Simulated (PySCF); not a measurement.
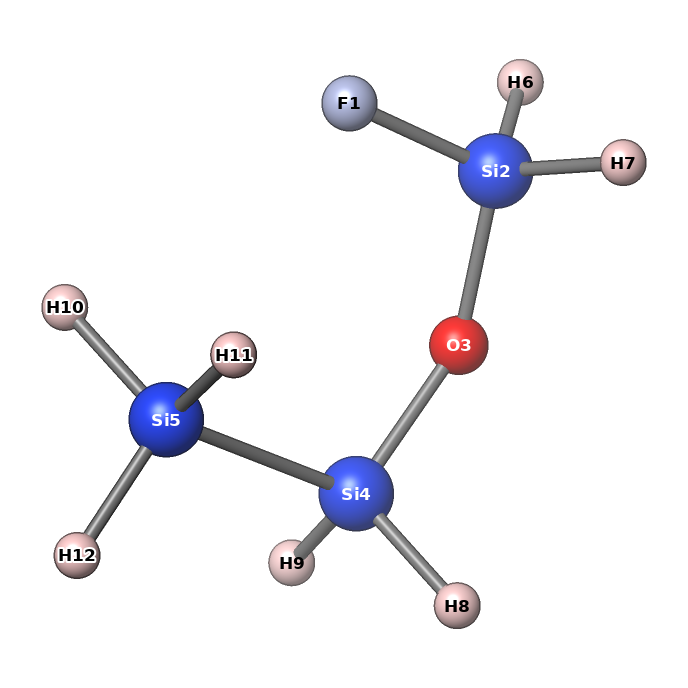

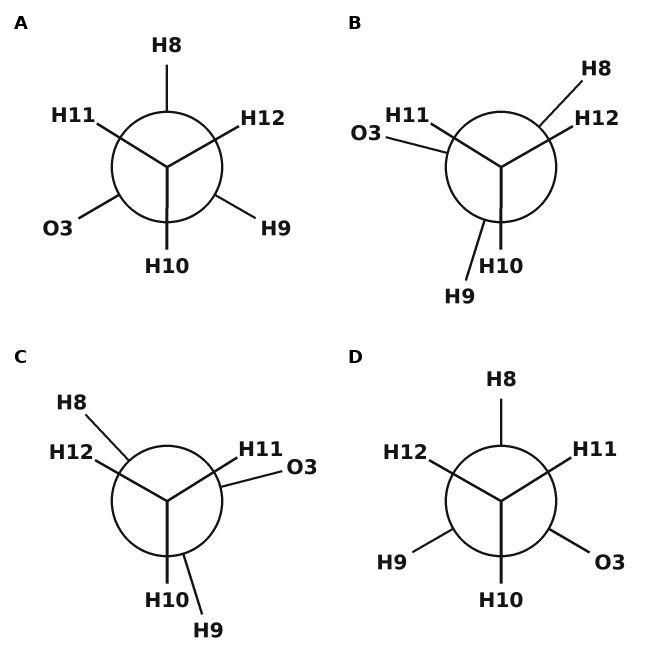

Distant atoms are faded towards the background colour. Bonds that would overlap in a projection are set slightly apart. The computed structure is the end point of a PBE0-D3(BJ)/def2-SVP optimisation. No frequency run is at hand to confirm it as a minimum.

### Which Newman projection shows the view along Si5–Si4, with Si5 in front?

A. The torsion angle H10–Si5–Si4–O3 is 60°, synclinal (gauche).
